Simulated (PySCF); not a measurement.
# One shape, several levels: doublet C3H6O+

Wanted: a comparison of 4 runs (UBLYP/6-31G*, UPBE/6-31G*, USVWN5/6-31G*, UCCSD(T)/6-31G*) of doublet C3H6O+. The job is set up through a Python script.

The results are computed with PySCF 2.14.0.

2 further runs of the same task are left out: 2 set aside as unsound or not needed.

## (1) Starting point

The species is C3H6O+ (10 atoms), meant as a doublet with charge +1. SMILES of the parent species: `C1COC1`. The shape is that of a PBE0-D4/def2-TZVP optimisation. That shape belongs to the parent species and isn't relaxed for this state.

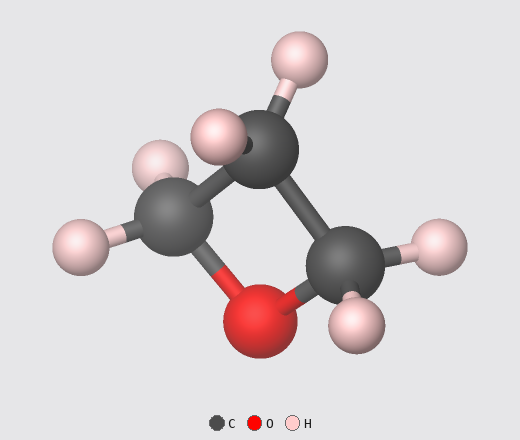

The structure, seen from a chosen angle (carbon dark grey, oxygen red, hydrogen pink).

## (2) A single-point energy at UBLYP/6-31G(d) (spherical functions) (run 1)

run.py reads:

```python
from pyscf import gto, dft

mol = gto.M(
    atom='''
C       -0.599130       0.517750      -0.075190
C       -0.419380      -0.997090       0.061270
O        1.008280      -0.871970       0.109830
C        0.930030       0.555770       0.001820
H       -1.025190       0.851830      -1.020120
H       -1.121860       1.003500       0.747450
H       -0.819130      -1.441330       0.978800
H       -0.745780      -1.595590      -0.795340
H        1.348230       1.052830       0.883310
H        1.443940       0.924300      -0.891830
''',
    spin=1,
    verbose=4,
    basis='6-31g*',
    max_memory=1860,
    charge=1,
)

mf = dft.UKS(mol, xc='blyp')
mf.conv_tol = 1e-10
mf.grids.level = 5
mf.kernel()
if not mf.converged:
    mf = mf.newton().run(mf.mo_coeff, mf.mo_occ)

e_tot = mf.e_tot
print(f'total energy: {e_tot:.8f} hartree')
```

Launch:

```console
$ OMP_NUM_THREADS=1 python run.py
```

Log:

```text
PySCF version 2.14.0

[... 106 lines left out ...]
converged SCF energy = -192.683002065587  <S^2> = 0.75215507  2S+1 = 2.0021539
total energy: -192.68300207 hartree
```

Run time: 26 s. Hardware: 1 thread of Arm Neoverse V1, shared host; peak memory 0.37 GiB.

## (3) The energy at UPBE/6-31G(d) (spherical functions) (run 2)

input.py reads:

```python
from pyscf import gto, dft

mol = gto.Mole()
mol.atom = [
    ('C', (-0.599130, 0.517750, -0.075190)),
    ('C', (-0.419380, -0.997090, 0.061270)),
    ('O', (1.008280, -0.871970, 0.109830)),
    ('C', (0.930030, 0.555770, 0.001820)),
    ('H', (-1.025190, 0.851830, -1.020120)),
    ('H', (-1.121860, 1.003500, 0.747450)),
    ('H', (-0.819130, -1.441330, 0.978800)),
    ('H', (-0.745780, -1.595590, -0.795340)),
    ('H', (1.348230, 1.052830, 0.883310)),
    ('H', (1.443940, 0.924300, -0.891830)),
]
mol.max_memory = 1860
mol.verbose = 3
mol.spin = 1
mol.charge = 1
mol.basis = '6-31g*'
mol.build()

mf = dft.UKS(mol)
mf.xc = 'pbe'
mf.conv_tol = 1e-10
mf.grids.level = 5
mf.kernel()
if not mf.converged:
    mf = mf.newton().run(mf.mo_coeff, mf.mo_occ)

e_final = mf.e_tot
print('E(%s) = %.9f' % ('PBE', e_final))
```

Launch:

```console
$ OMP_NUM_THREADS=1 python input.py
```

Log:

```text
WARN: HOMO -0.313303995481037 >= LUMO -0.313303995481039

converged SCF energy = -192.522136967364  <S^2> = 0.75195869  2S+1 = 2.0019577
E(PBE) = -192.522136967
```

Run time: 26 s. Hardware: 1 thread of Arm Neoverse V1, shared host; peak memory 0.37 GiB.

Run 3 isn't shown in full; the table further down has it.

## (4) A single-point energy at UCCSD(T)/6-31G(d) (spherical functions) (run 4)

calc.py reads:

```python
from pyscf import gto, scf, cc

molecule = gto.Mole()
molecule.atom = '''
C       -0.599130       0.517750      -0.075190
C       -0.419380      -0.997090       0.061270
O        1.008280      -0.871970       0.109830
C        0.930030       0.555770       0.001820
H       -1.025190       0.851830      -1.020120
H       -1.121860       1.003500       0.747450
H       -0.819130      -1.441330       0.978800
H       -0.745780      -1.595590      -0.795340
H        1.348230       1.052830       0.883310
H        1.443940       0.924300      -0.891830
'''
molecule.max_memory = 1860
molecule.spin = 1
molecule.verbose = 3
molecule.charge = 1
molecule.basis = '6-31g*'
molecule.build()

hf = scf.UHF(molecule)
hf.conv_tol = 1e-10
hf.kernel()
if not hf.converged:
    hf = hf.newton().run(hf.mo_coeff, hf.mo_occ)

mycc = cc.CCSD(hf, frozen=4)
mycc.kernel()
e_t = mycc.ccsd_t()
energy = mycc.e_tot + e_t
print('E = %.10f Eh' % energy)
```

Launch:

```console
$ OMP_NUM_THREADS=1 python calc.py
```

Log:

```text
converged SCF energy = -191.595746845425  <S^2> = 0.76356205  2S+1 = 2.0135164
E(UCCSD) = -192.1605349826035  E_corr = -0.5647881371788941
UCCSD(T) correction = -0.0171274870012174
E = -192.1776624696 Eh
```

Run time: 81 s. Hardware: 1 thread of Arm Neoverse V1, shared host; peak memory 0.78 GiB.

## (5) All runs side by side

```tsv
run	level	integration grid	frozen core orbitals	energy (Eh)	HOMO energy (eV)	LUMO energy (eV)	⟨S²⟩	wall time
1	UBLYP/6-31G* (spherical functions)	5	–	-192.683002	-13.90	-12.74	0.752	26 s
2	UPBE/6-31G* (spherical functions)	5	–	-192.522137	-13.97	-12.84	0.752	26 s
3	USVWN5/6-31G* (spherical functions)	5	–	-191.109835	-13.83	-12.94	0.751	17 s
4	UCCSD(T)/6-31G* (spherical functions)	–	4	-192.177662	-19.45	-5.82	0.764	81 s
```

## (6) What came out

| quantity | value |
| --- | --- |
| run 4: total energy | -192.17766 Eh |
| run 4: HOMO energy (Hartree–Fock orbitals) (highest over α and β) | -19.45 eV |
| run 4: LUMO energy (Hartree–Fock orbitals) (lowest over α and β) | -5.82 eV |
| run 4: correlation energy (4 core orbitals frozen) | -581.9 mEh |
| run 4: (T) correction | -17.13 mEh |
| run 4: ⟨S²⟩ of the reference determinant | 0.764 |
| run 4: T1 diagnostic | 0.030 |

Totals of different functionals can't be ranked against each other. All runs together took 2.5 min, the longest 81 s.
